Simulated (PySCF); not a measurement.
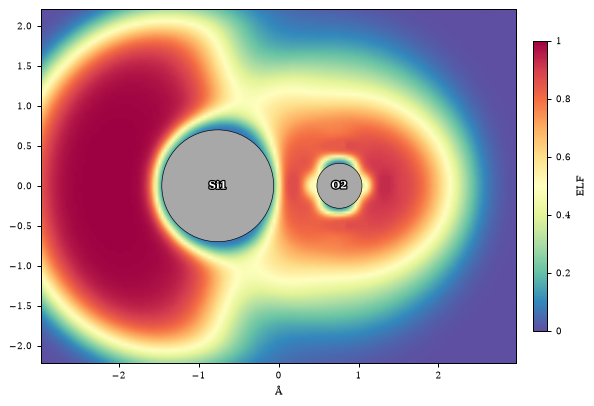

The picture shows: SiO. Electron localisation function on a plane that holds the molecular axis. Grey discs cover the atomic cores.

The calculation used PBE0/aug-cc-pVDZ(-PP), non-relativistic Hamiltonian with scalar-relativistic core potentials where named, at a bond length of 1.523 Å (PySCF).

```xyz
2

Si    0.0000    0.0000   -0.5540
O     0.0000    0.0000    0.9690
```

Q: Interpret the plot.

A: Atoms in the plane: Si and O.
Si–O (1.52 Å): the ELF peaks at about 0.85 between the atoms, as expected for a polar covalent bond.
The ELF also peaks beside O2 and Si1, away from the bonds: lone-pair regions.
